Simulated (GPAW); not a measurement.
**Property calculation of B₅**

The run: property calculation of B₅ (pentaborane), multiplicity 2, SMILES [B][B][B][B][B]. Method and program: revPBE/dzp, UKS, scalar-relativistic datasets (GPAW 26.7.0).

The geometry comes from this level: GFN2-xTB.

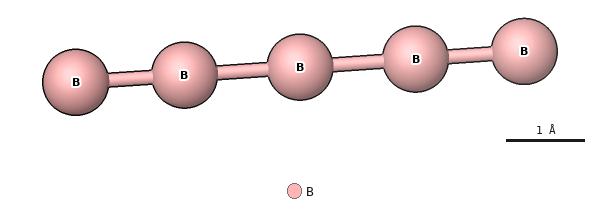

The input geometry (ball-and-stick view, seen at a tilt).

## Results in brief

| quantity | value |
| --- | --- |
| outcome | converged |
| energy relative to the program's reference atoms | −15.7329 eV |
| basis functions | 65 |
| largest force | 6.070 eV/Å |
| dipole moment | 0.00 D |
| hardware | 1 thread of Intel Xeon @ 2.90GHz (Ice Lake), 16 GiB of memory available, shared host |
| wall time | 1.9 min |
| peak memory | 0.65 GiB |

## Notes

On so coarse a grid the energy depends on the position of the molecule, which gives spurious forces.

## Input (sp.py)
```python
import numpy as np
from ase import Atoms
from ase.units import Debye
from gpaw import GPAW

atoms = Atoms('BBBBB',
    positions=[[ -2.255650,   1.468610,  -1.197170],
               [ -1.163240,   0.755220,  -0.616760],
               [ -0.000290,  -0.001280,  -0.000880],
               [  1.161970,  -0.757290,   0.616180],
               [  2.257220,  -1.465250,   1.198630]])
atoms.center(vacuum=4.5)
atoms.set_initial_magnetic_moments([0.2, 0.2, 0.2, 0.2, 0.2])

calc = GPAW(mode='lcao',
            basis='dzp',
            h=0.22,
            xc='revPBE',
            occupations={'name': 'fermi-dirac', 'width': 0.01, 'fixmagmom': True},
            maxiter=100,
            symmetry='off',
            txt='mol.txt')
atoms.calc = calc

energy = atoms.get_potential_energy()
print(f'Energy                  {energy:.5f} eV')
forces = atoms.get_forces()
print('Forces (eV/Ang)')
for symbol, f in zip(atoms.symbols, forces):
    print(f'{symbol:2} {f[0]:9.4f} {f[1]:9.4f} {f[2]:9.4f}')
dipole = atoms.get_dipole_moment() / Debye
print(f'Dipole = {np.linalg.norm(dipole):.3f} D')
print('Moments:', atoms.get_magnetic_moments().round(3))
```

Run as:
```bash
python sp.py
```

## Output
```
Energy                  -15.73290 eV
Forces (eV/Ang)
B    -4.6518    3.0161   -2.4711
B     3.4712   -2.2844    1.8762
B    -0.0106    0.0053   -0.0069
B    -3.4591    2.2486   -1.8756
B     4.6496   -2.9857    2.4724
Dipole = 0.001 D
Moments: [ 0.134 -0.006  0.018 -0.006  0.134]
```
